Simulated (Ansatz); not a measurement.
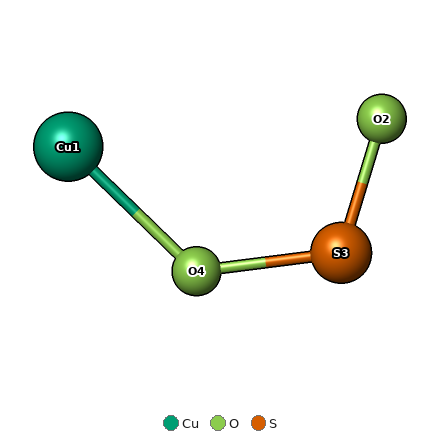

The system is CuO₂S, charge +1; the picture shows the reference structure. 
- The first coordinate is: separation of O4 and Cu1 along their line in the relaxed pair; the second: sideways slip of Cu1.
- Nothing is relaxed (both partners rigid).
- The grid has 15 × 15 points.
- Points are written as (first, second).
- All energies are given in kJ/mol relative to the ion and the molecule far apart, frozen as in the relaxed pair, each in its own basis (no counterpoise correction).
- Method: RKS PBE-D4/def2-SVPD in Ansatz.

Its coordinates:

```
atom    x (Å)    y (Å)    z (Å)
  Cu  -0.8195  -0.4793  -1.7114
   O  -0.5961   0.4529   1.4632
   S   0.7306   0.2303   0.8606
   O   0.6851  -0.2039  -0.6123
```

Range: separation of O4 and Cu1 along their line in the relaxed pair from 1.582 to 4.182 Å; sideways slip of Cu1 from −3.00 to 3.00 Å.

> What will the energy surface look like?

The lowest grid point is at (1.883 Å, 0.00 Å), −200 kJ/mol from the ion and the molecule far apart, frozen as in the relaxed pair, each in its own basis (no counterpoise correction). The highest grid point, (4.182 Å, −3.00 Å), lies 183 kJ/mol above the lowest.

```csv
"second ↓, first →",1.582,1.647,1.753,1.883,2.032,2.197,2.376,2.567,2.770,2.983,3.205,3.437,3.677,3.926,4.182
3.00,−183,−180,−172,−159,−142,−125,−108,−92,−78,−66,−55,−46,−39,−33,−28
2.57,−181,−183,−179,−168,−153,−135,−117,−100,−85,−72,−60,−50,−42,−35,−29
2.14,−176,−179,−178,−170,−156,−140,−122,−106,−90,−76,−64,−54,−45,−37,−31
1.71,−172,−175,−175,−169,−158,−143,−127,−111,−95,−81,−68,−57,−47,−39,−33
1.29,−171,−177,−179,−175,−166,−151,−134,−117,−100,−85,−71,−59,−49,−41,−34
0.86,−166,−179,−189,−188,−179,−163,−144,−124,−106,−89,−74,−62,−51,−42,−35
0.43,−135,−165,−191,−198,−190,−173,−151,−130,−109,−91,−76,−63,−52,−43,−35
0.00,−116,−156,−190,−200,−193,−175,−152,−130,−109,−91,−75,−62,−51,−42,−35
−0.43,−156,−179,−197,−197,−185,−166,−144,−122,−103,−86,−72,−59,−49,−41,−34
−0.86,−193,−195,−192,−182,−166,−147,−127,−109,−93,−78,−65,−55,−46,−38,−32
−1.29,−180,−175,−165,−153,−138,−122,−107,−93,−79,−68,−58,−49,−41,−35,−30
−1.71,−143,−137,−129,−119,−108,−97,−86,−75,−66,−57,−49,−42,−36,−31,−27
−2.14,−105,−101,−96,−89,−82,−74,−67,−60,−53,−47,−41,−36,−31,−27,−24
−2.57,−75,−73,−70,−66,−61,−57,−52,−47,−42,−38,−33,−30,−26,−23,−21
−3.00,−54,−53,−51,−49,−46,−43,−39,−36,−33,−30,−27,−25,−22,−20,−18
```

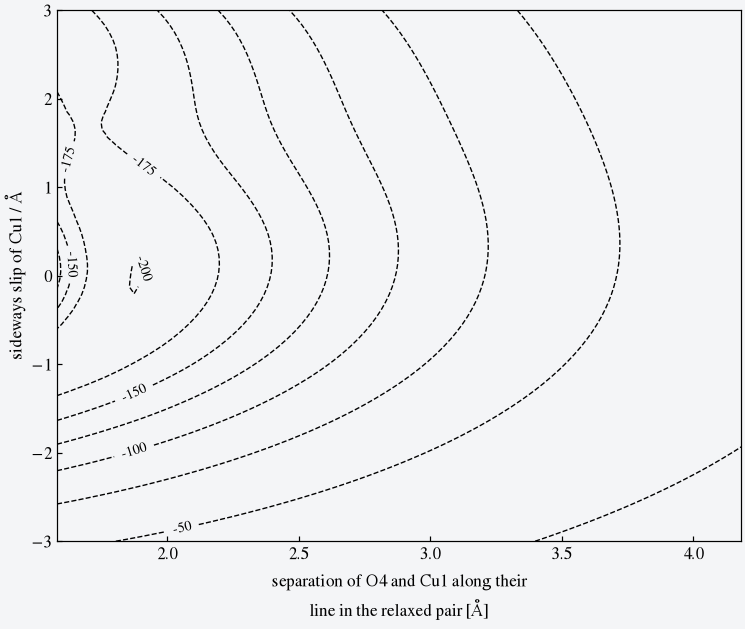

In the figure: contour lines labelled in kJ/mol. Between grid points the surface is interpolated.

Each point was launched as `ansatz run input.yaml --threads 1 --pin off --max-ram 2560MiB --backend cpu --events-out ev --progress --plain --runs-dir out`. The whole map (225 points run) took 29 min on 1 thread of Arm Neoverse N1 (shared host).
